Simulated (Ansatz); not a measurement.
Where the default PAW files enter, the runs use the earlier of Ansatz's two default sets.

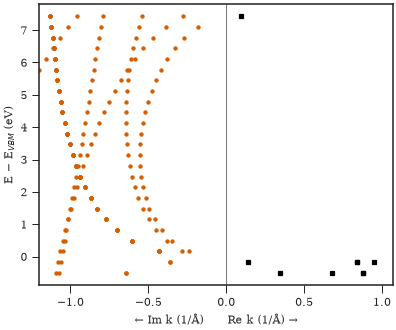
Fig. 1. Complex bands at the centre of the two-dimensional zone; Ansatz (a quantum-chemistry and plane-wave program) with r2SCAN

The gap is the functional's own. No spin-orbit coupling. Mid-gap values are interpolated on the energy grid.

Question: This is BaF$_{2}$ (Fm-3m, fluorite, 3 atoms a cell, 20.1 Å³ an atom) along the normal of (001). Read off the slowest decay at the centre of the two-dimensional zone at 3.79 eV, the computed energy nearest the middle of the gap.

Answer: κ ≈ 0.55 1/Å, a decay length 1/(2κ) of the density of 0.92 Å.
